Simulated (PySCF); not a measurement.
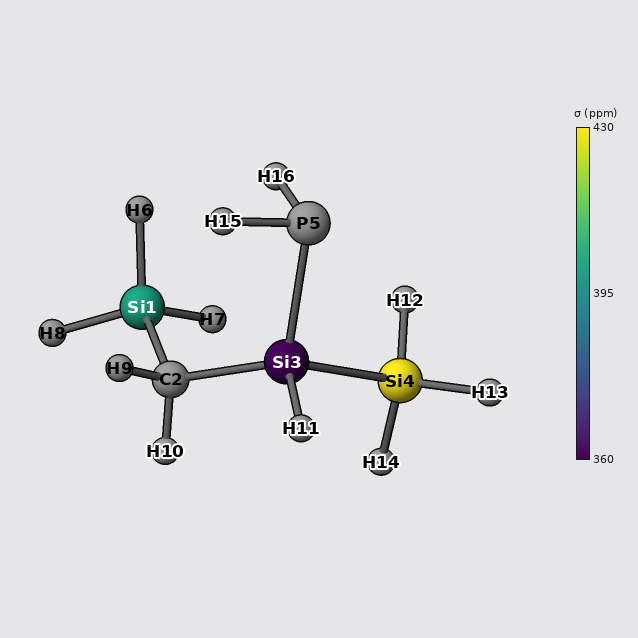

Atoms are coloured by their isotropic NMR shieldings (Si only, the others grey). Computed geometry: PBE0-D3(BJ)/def2-SVP optimisation. No frequency run is at hand to confirm it as a minimum. Level of theory: GIAO BLYP/pcSseg-1 NMR shielding, non-relativistic, gas phase (PySCF 2.14.0).

Give the isotropic NMR shieldings of the Si atoms atom by atom.

```tsv
atom	σ (ppm)
Si1	400.5
Si3	361.3
Si4	429.4
```
